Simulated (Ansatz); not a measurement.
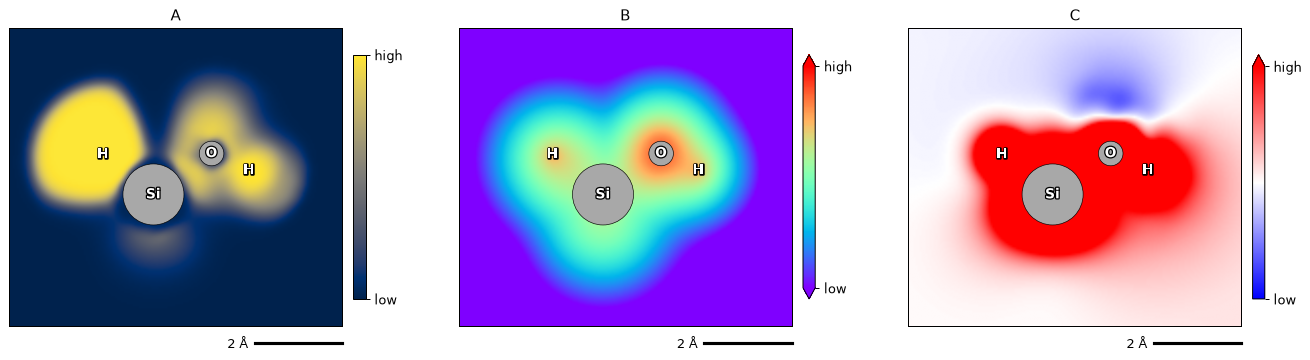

H$_{4}$OSi: 3 fields on the plane of atoms Si1, O2 and H3, with unlabelled colour scales. Grey discs cover the atomic cores.

The calculation used RHF/def2-TZVP (Ansatz 0.2.0).

> The panels show electron density, electron localisation function and electrostatic potential in some order. Assign them.

Panel A: electron localisation function. Panel B: electron density. Panel C: electrostatic potential (strongly positive close to the atoms, with negative regions outside electron-rich atoms). From the grid: Si–O (1.63 Å): ρ is about 1.2 e/Å³ halfway; the ELF peaks at about 0.90 between the atoms: a shared but strongly polarised pair. O–H (0.94 Å): the density is about 4 e/Å³ at the midpoint; the ELF climbs to about 1 towards the hydrogen, as it does in any bond to H; an ordinary covalent bond to hydrogen.
